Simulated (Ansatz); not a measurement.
**GeNH₅: nudged elastic band**

The run: nudged elastic band of GeNH₅, SMILES [NH2][GeH3]. Method and program: RKS B3LYP/def2-SVP (Ansatz 0.2.0).

One setting was made poor on purpose. It belongs to a series of runs on one base structure; here: band between the two ends. Figures and captions count atoms from 1; the log counts them from 0 in places.

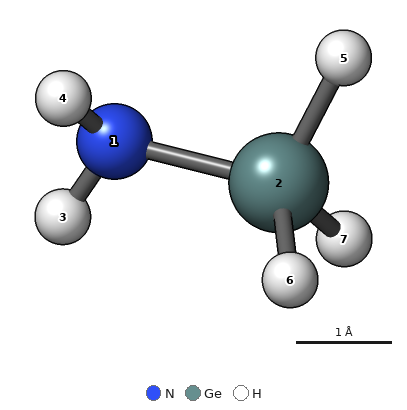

**Figure 1.** The structure as given in the input (ball-and-stick view, seen at a tilt; atoms are numbered from 1 in the order of the input). Sticks mark near contacts.

## Input file
```yaml
crystal:
  periodic: [false, false, false]
  atoms:
    - { symbol: "N", position_ang: [-0.107191, -1.16785, -0.098681] }
    - { symbol: Ge, position_ang: [0.156461, 0.664094, -0.108048] }
    - { symbol: H, position_ang: [0.365627, -1.649031, 0.66533] }
    - { symbol: H, position_ang: [-1.088913, -1.441187, -0.078339] }
    - { symbol: H, position_ang: [-0.576291, 1.21225, -1.348597] }
    - { symbol: H, position_ang: [-0.364037, 1.416702, 1.148403] }
    - { symbol: H, position_ang: [1.675744, 0.897122, -0.225768] }
basis:
  gaussian: { orbitals: def2-SVP }
hamiltonian:
  xc: b3lyp
neb:
  order_check: false
  images: 7
  f_tol: 0.5
  max_iterations: 60
  initial_path: idpp
  final_atoms:
    - { symbol: "N", position_ang: [-0.46544546, -1.07248996, 0.0888255] }
    - { symbol: Ge, position_ang: [0.12319721, 0.67279753, -0.09310816] }
    - { symbol: H, position_ang: [-0.07621347, -1.70983534, -0.60502838] }
    - { symbol: H, position_ang: [-0.29330499, -1.47123466, 1.01119625] }
    - { symbol: H, position_ang: [-0.27308288, 1.13455999, -1.50959942] }
    - { symbol: H, position_ang: [-0.60811899, 1.50179295, 0.98144108] }
    - { symbol: H, position_ang: [1.65436858, 0.87650949, 0.08057314] }
```

Hardware: 1 thread of Intel Xeon (Sapphire Rapids), 192 GiB of memory available, shared host.

Launched with:
```bash
ansatz run input.yaml --threads 1 --pin off --max-ram 2048MiB --backend cpu --events-out ev --progress --plain --runs-dir out
```

## The program's output
```
Engine: ansatz 0.2.0, x86_64-unknown-linux-gnu
Functional definition: B3LYP
  parameter a0 = 0.2
  parameter ax = 0.72
  parameter ac = 0.81
  exchange = (1 - a0 - ax)*slater_x + ax*b88_x + a0*exact_x
  correlation = (1 - ac)*vwn_rpa_c + ac*lyp_c
774 factors; integrals over basis functions are off by at most 3.7e-4 eV
mean field evaluation 1: about -58076.8432 eV, gradient 5.5e1 eV
mean field evaluation 2: about -58063.0899 eV, gradient 9.1e1 eV
mean field evaluation 4: about -58082.6846 eV, gradient 2.2e0 eV
mean field evaluation 8: about -58082.6993 eV, gradient 2.1e-2 eV
mean field -58082.69926857 eV, -2134.4998282522 hartree, gradient 9.0e-6 eV, S^2 0.000000; 0 other end points of the search recorded, 0 dependent functions left out
the calculation of the forces begins
reference -58082.69949933 eV, -2134.4998367328 hartree; 22, 22 occupied and 49, 49 virtual orbitals, 774 factors
774 factors; integrals over basis functions are off by at most 7.1e-4 eV
mean field evaluation 16: about -58063.0822 eV, gradient 9.1e1 eV
mean field -58082.69919569 eV, -2134.4998255740 hartree, gradient 1.0e-5 eV, S^2 0.000000; 0 other end points of the search recorded, 0 dependent functions left out
[... from here on the field's lines of each further geometry are left out, up to the last ...]
NEB iter   1: max|band force component| = 6.868e-1 eV/Å  barrier→ = 0.0905 eV  barrier← = 0.0904 eV  Δτ_max = 0.1402 Å  (204 SCF iters)
the calculation of the forces begins
reference -58082.69107657 eV, -2134.4995272019 hartree; 22, 22 occupied and 49, 49 virtual orbitals, 774 factors
774 factors; integrals over basis functions are off by at most 3.7e-4 eV
mean field evaluation 256: about -58082.6452 eV, gradient 6.8e-3 eV
mean field -58082.64521849 eV, -2134.4978419487 hartree, gradient 4.4e-5 eV, S^2 0.000000; 1 other end points of the search recorded, 0 dependent functions left out
the calculation of the forces begins
reference -58082.64544765 eV, -2134.4978503701 hartree; 22, 22 occupied and 49, 49 virtual orbitals, 774 factors
NEB iter   2: max|band force component| = 3.195e-1 eV/Å  barrier→ = 0.0541 eV  barrier← = 0.0540 eV  CI = image 4  Δτ_max = 0.0000 Å  (327 SCF iters)
```

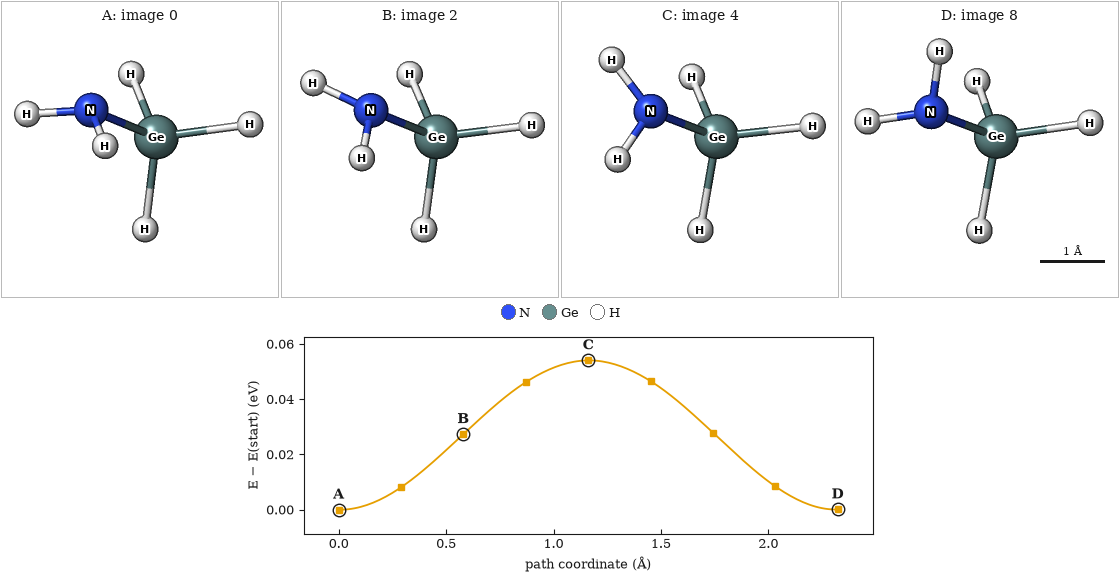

**Figure 2.** Images of the last band (counted from 0; ball-and-stick, seen at a tilt) above the energy along the path; the line is a cubic interpolation that uses the forces. The highest image is number 4, 0.054 eV above the start and 0.054 eV above the end (the climbing image); start and end have the same energy. The path is 2.32 Å long. The band converged in 2 iterations.

```
Total energy: -58082.64544765 eV, -2134.4978503701 hartree
Atom 0 at    -0.305929    -1.117310    -0.034682 Å, force    -0.091736    -0.287491    -0.025028 eV/Å
Atom 1 at     0.132251     0.667515    -0.152915 Å, force     0.088916     0.060872     0.170240 eV/Å
Atom 2 at     0.453938    -1.791107     0.022272 Å, force     0.079882     0.144731    -0.069118 eV/Å
Atom 3 at    -1.014448    -1.388802     0.642790 Å, force    -0.031276     0.172511    -0.023659 eV/Å
Atom 4 at    -0.279237     1.286839    -1.506648 Å, force    -0.031806    -0.082813    -0.027426 eV/Å
Atom 5 at    -0.586807     1.446262     0.973204 Å, force    -0.021380     0.000156    -0.004248 eV/Å
Atom 6 at     1.661633     0.828704     0.010279 Å, force     0.007401    -0.007966    -0.020760 eV/Å
Dipole moment:     0.046020    -0.138030     0.197614 e Å
this run last wrote the band of iteration 2 to [file]
```

## The last band as extended XYZ (Å, eV, eV/Å)
```
7
Properties=species:S:1:pos:R:3:forces:R:3 image=0 energy=-58082.69927
N    -0.1072   -1.1679   -0.0987   -0.0032  -0.0007  -0.0021
Ge    0.1565    0.6641   -0.1080    0.0031   0.0113  -0.0013
H     0.3656   -1.6490    0.6653    0.0012  -0.0019   0.0027
H    -1.0889   -1.4412   -0.0783   -0.0011  -0.0038   0.0020
H    -0.5763    1.2123   -1.3486    0.0011   0.0004   0.0002
H    -0.3640    1.4167    1.1484   -0.0007  -0.0044  -0.0012
H     1.6757    0.8971   -0.2258   -0.0004  -0.0008  -0.0003
7
Properties=species:S:1:pos:R:3:forces:R:3 image=1 energy=-58082.69119
N    -0.1541   -1.1535   -0.0992   -0.1231  -0.1789  -0.0025
Ge    0.1398    0.6688   -0.1184    0.0712   0.0486   0.0443
H     0.4497   -1.6907    0.5208    0.0695   0.1124   0.0180
H    -1.1137   -1.4359    0.0966   -0.0109   0.0457  -0.0624
H    -0.5075    1.2511   -1.3914   -0.0107  -0.0310  -0.0001
H    -0.4228    1.4423    1.1055   -0.0012  -0.0105   0.0177
H     1.6699    0.8500   -0.1596    0.0052   0.0137  -0.0150
7
Properties=species:S:1:pos:R:3:forces:R:3 image=2 energy=-58082.67194
N    -0.2044   -1.1416   -0.0825   -0.1789  -0.2492  -0.0169
Ge    0.1298    0.6699   -0.1321    0.1172   0.0666   0.0949
H     0.4968   -1.7301    0.3620    0.1094   0.1680   0.0143
H    -1.1127   -1.4234    0.2820   -0.0309   0.0749  -0.0770
H    -0.4321    1.2806   -1.4334   -0.0223  -0.0594  -0.0084
H    -0.4800    1.4541    1.0599   -0.0035  -0.0129   0.0201
H     1.6640    0.8225   -0.1016    0.0090   0.0120  -0.0271
7
Properties=species:S:1:pos:R:3:forces:R:3 image=3 energy=-58082.65312
N    -0.2548   -1.1302   -0.0591   -0.1669  -0.2806  -0.0035
Ge    0.1277    0.6692   -0.1451    0.1211   0.0641   0.1383
H     0.4987   -1.7651    0.1933    0.1095   0.1779  -0.0262
H    -1.0806   -1.4059    0.4685   -0.0316   0.1213  -0.0671
H    -0.3550    1.2941   -1.4722   -0.0294  -0.0752  -0.0208
H    -0.5358    1.4526    1.0154   -0.0119  -0.0096   0.0098
H     1.6612    0.8174   -0.0465    0.0092   0.0022  -0.0305
7
Properties=species:S:1:pos:R:3:forces:R:3 image=4 energy=-58082.64522
N    -0.3059   -1.1173   -0.0347   -0.0917  -0.2875  -0.0250
Ge    0.1323    0.6675   -0.1529    0.0889   0.0609   0.1702
H     0.4539   -1.7911    0.0223    0.0799   0.1447  -0.0691
H    -1.0144   -1.3888    0.6428   -0.0313   0.1725  -0.0237
H    -0.2792    1.2868   -1.5066   -0.0318  -0.0828  -0.0274
H    -0.5868    1.4463    0.9732   -0.0214   0.0002  -0.0042
H     1.6616    0.8287    0.0103    0.0074  -0.0080  -0.0208
7
Properties=species:S:1:pos:R:3:forces:R:3 image=5 energy=-58082.65275
N    -0.3582   -1.1020   -0.0148   -0.0296  -0.3171  -0.0592
Ge    0.1408    0.6655   -0.1513    0.0490   0.0837   0.1684
H     0.3687   -1.8029   -0.1429    0.0285   0.1063  -0.0915
H    -0.9141   -1.3776    0.7913   -0.0047   0.2071   0.0195
H    -0.2081    1.2541   -1.5356   -0.0253  -0.0763  -0.0224
H    -0.6305    1.4464    0.9344   -0.0250   0.0115  -0.0122
H     1.6628    0.8487    0.0732    0.0071  -0.0153  -0.0027
7
Properties=species:S:1:pos:R:3:forces:R:3 image=6 energy=-58082.67142
N    -0.4090   -1.0858    0.0051   -0.0150  -0.2927  -0.0827
Ge    0.1486    0.6645   -0.1412    0.0219   0.0934   0.1341
H     0.2548   -1.7981   -0.2937   -0.0008   0.0669  -0.0894
H    -0.7837   -1.3783    0.9050    0.0189   0.1914   0.0500
H    -0.1424    1.2015   -1.5586   -0.0142  -0.0614  -0.0115
H    -0.6678    1.4620    0.8959   -0.0187   0.0192  -0.0120
H     1.6609    0.8664    0.1418    0.0080  -0.0168   0.0116
7
Properties=species:S:1:pos:R:3:forces:R:3 image=7 energy=-58082.69084
N    -0.4555   -1.0713    0.0298   -0.0061  -0.2080  -0.0481
Ge    0.1515    0.6651   -0.1247    0.0063   0.0681   0.0691
H     0.1251   -1.7757   -0.4238   -0.0169   0.0460  -0.0594
H    -0.6312   -1.3928    0.9803    0.0214   0.1240   0.0359
H    -0.0824    1.1345   -1.5752   -0.0032  -0.0328  -0.0029
H    -0.6990    1.4992    0.8534   -0.0078   0.0165  -0.0066
H     1.6529    0.8732    0.2146    0.0063  -0.0138   0.0120
7
Properties=species:S:1:pos:R:3:forces:R:3 image=8 energy=-58082.69920
N    -0.4959   -1.0569    0.1034    0.0002  -0.0021  -0.0091
Ge    0.1432    0.6675   -0.1051    0.0139   0.0068   0.0111
H    -0.1152   -1.7187   -0.5720   -0.0040  -0.0095   0.0120
H    -0.3473   -1.4413    1.0359    0.0021  -0.0009  -0.0130
H    -0.2211    1.1110   -1.5360   -0.0099   0.0001   0.0067
H    -0.5793    1.5380    0.9423   -0.0005   0.0058  -0.0102
H     1.6770    0.8327    0.0858   -0.0018  -0.0003   0.0024
```

## Summary

| quantity | value |
| --- | --- |
| outcome | converged |
| barrier, forward | 0.054 eV |
| barrier, backward | 0.054 eV |
| wall time | 56 s |
| peak memory | 0.24 GiB |

A deliberately poor setting: loose force. The order of the saddle point was not checked.
